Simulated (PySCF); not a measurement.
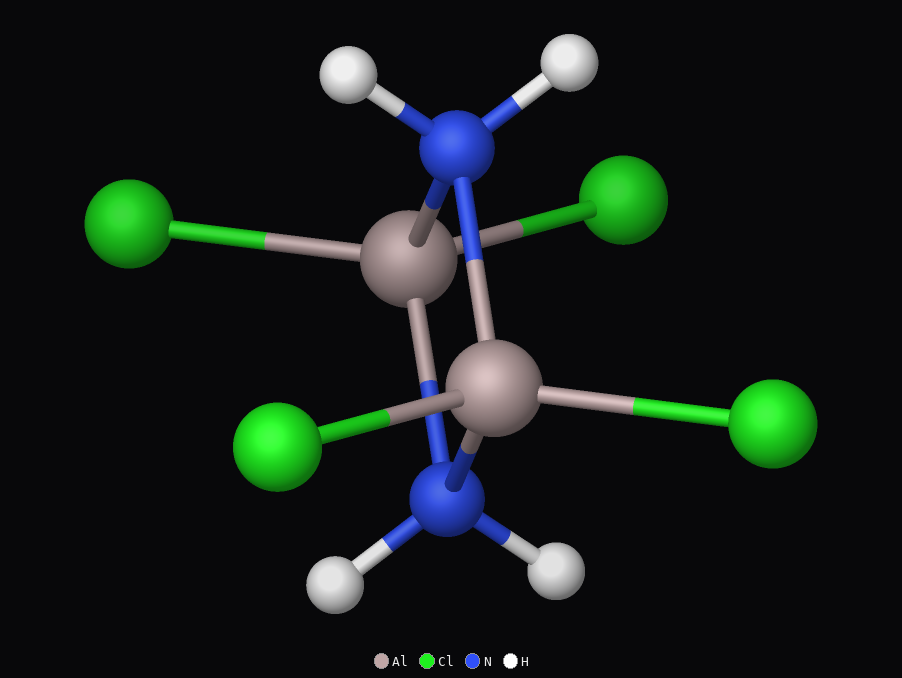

Question: What is the molecular formula?

Answer: Al₂Cl₄H₄N₂, 12 atoms: 2 aluminium, 4 chlorine, 4 hydrogen and 2 nitrogen.

Question: Count the bonded pairs by element.

Answer: 4 Al–Cl, 4 Al–N, 4 N–H. Sticks follow a distance rule.

The parts below concern this one geometry. Atoms keep their numbers from picture to picture. The computed structure is the end point of a PBE0-D3(BJ)/def2-SVP optimisation. No frequency run is at hand to confirm it as a minimum.

**NMR shielding**

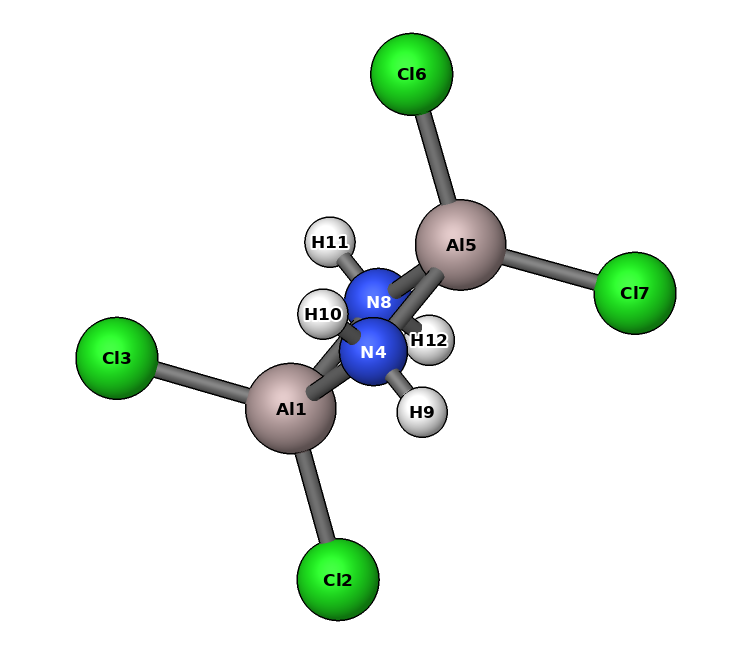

No frequency run is at hand to confirm it as a minimum. Properties computed with GIAO B3LYP/pcSseg-1 (pcSseg-2 on Al) NMR shielding, non-relativistic, gas phase (PySCF 2.14.0). Principal shieldings σ11 ≤ σ22 ≤ σ33, span Ω = σ33 − σ11, skew κ = 3(σiso − σ22)/Ω.

Give the shielding tensors of the Cl atoms.

```json
{"atom": "Cl2, Cl7", "σ11": "901.3", "σ22": "907.3", "σ33": "1056.6", "σiso": "955.1", "Ω": "155.3", "κ": "0.92"}
{"atom": "Cl3, Cl6", "σ11": "901.3", "σ22": "907.2", "σ33": "1056.7", "σiso": "955.1", "Ω": "155.4", "κ": "0.93"}
```

Shieldings and span in ppm.

**Levels of theory compared**

No frequency run is at hand to confirm it as a minimum. Program: PySCF 2.14.0.

Tabulate HOMO–LUMO gap (eV), HOMO energy (eV), dipole (D) at these levels: B3LYP/pcSseg-1 (pcSseg-2 on Al); PBE/pcSseg-1 (pcSseg-2 on Al); PBE0/pcSseg-1 (pcSseg-2 on Al); ωB97X-D/def2-SVPD.

```csv
level,HOMO–LUMO gap (eV),HOMO energy (eV),dipole (D)
B3LYP/pcSseg-1 (pcSseg-2 on Al),8.23,−8.88,0.04
PBE/pcSseg-1 (pcSseg-2 on Al),6.53,−7.76,0.04
PBE0/pcSseg-1 (pcSseg-2 on Al),8.81,−9.20,0.04
ωB97X-D/def2-SVPD,11.70,−11.07,0.04
```

**Excitation**

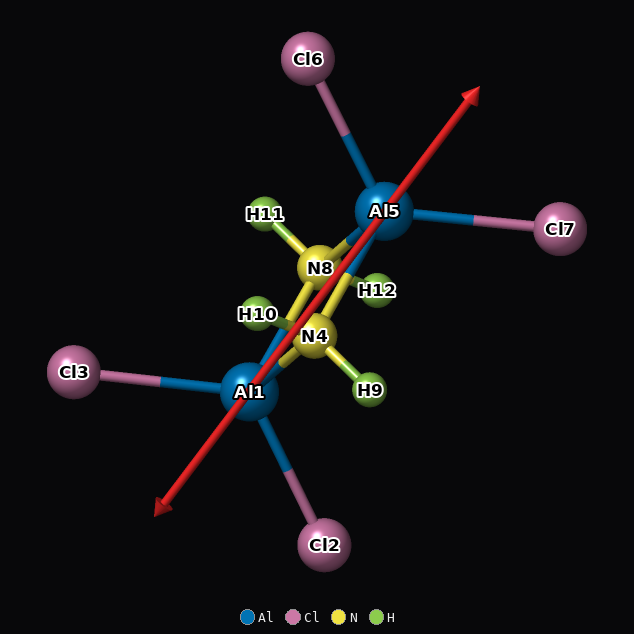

The double arrow shows the direction of the transition dipole to excited singlet state 6 (its length means nothing). No frequency run is at hand to confirm it as a minimum. Method: TDDFT ωB97X-D/def2-SVPD, vertical, gas phase, core orbitals frozen in the response (PySCF 2.14.0).

Question: Give its energy, strength and character.

Answer: 8.17 eV (152 nm), oscillator strength 0.41, mainly HOMO−4 → LUMO (weight 0.78); transition dipole 3.63 D.

**Core levels**

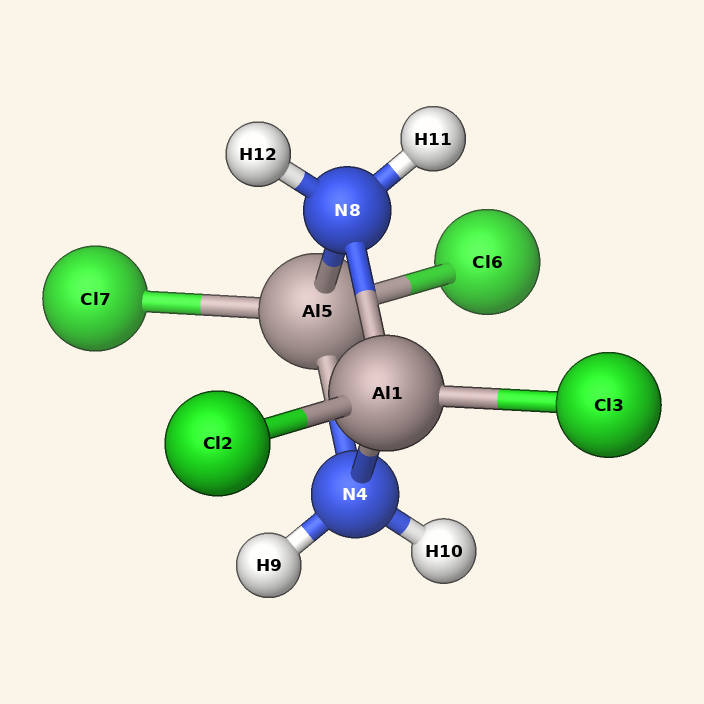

No frequency run is at hand to confirm it as a minimum. Properties computed with delta-SCF UKS SCAN, pcX-2 on the ionised atom (unc-x2c-TZVPall on a metal), pcseg-1 elsewhere, spin-free X2C (PySCF 2.14.0).

Give the core-electron binding energies (to vacuum; p and d levels without spin–orbit splitting) of Al1 1s, Al1 2p, Cl2 1s, Cl2 2p, N4 1s.

```
atom  level  binding energy (eV)
 Al1     1s               1568.5
 Al1     2p                 82.0
 Cl2     1s               2828.5
 Cl2     2p                206.4
  N4     1s                406.5
```
